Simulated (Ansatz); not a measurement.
```xyz
14

Si    0.1434   -0.0828   -0.1461
H    -0.2510    0.1855    1.2965
O     1.8785   -0.3260   -0.2627
H     2.3174   -0.9869    0.3184
H    -0.0431    1.0577   -1.1081
N    -0.9434   -1.3902   -0.6494
C    -1.4833   -2.3790    0.2865
H    -1.3361   -2.0351    1.3236
H    -2.5714   -2.5121    0.1216
H    -1.0038   -3.3751    0.1774
C    -1.1786   -1.6915   -2.0650
H    -2.2620   -1.8315   -2.2542
H    -0.8251   -0.8557   -2.6906
H    -0.6545   -2.6132   -2.3940
```

Level of theory: RKS PBE-D4/6-31G (Ansatz).

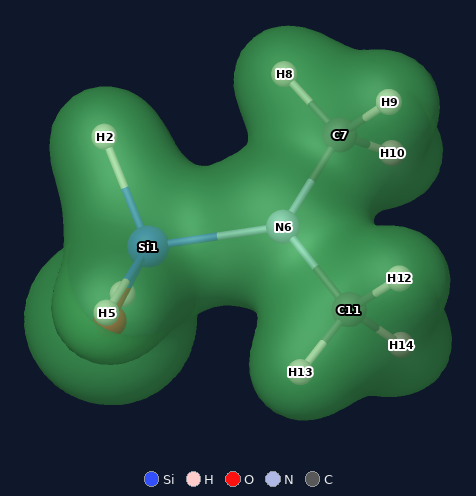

C2H9NOSi. Isosurface of the electron density at 0.2 e/Å³ (green), seen at a tilt.

Q: How is the density connected at this value?

A: At this value the surface is in one piece. It bridges the sampled C–N (1.46 Å), Si–O (1.76 Å), Si–N (1.77 Å) and O–H (0.98 Å) contacts, where the density stays above the isovalue. On the grid the lowest density along these lines, outside the cores, is 1.6 e/Å³ (C–N, 1.46 Å), 0.62 e/Å³ (Si–O, 1.76 Å), 0.71 e/Å³ (Si–N, 1.77 Å) and 2.2 e/Å³ (O–H, 0.98 Å).
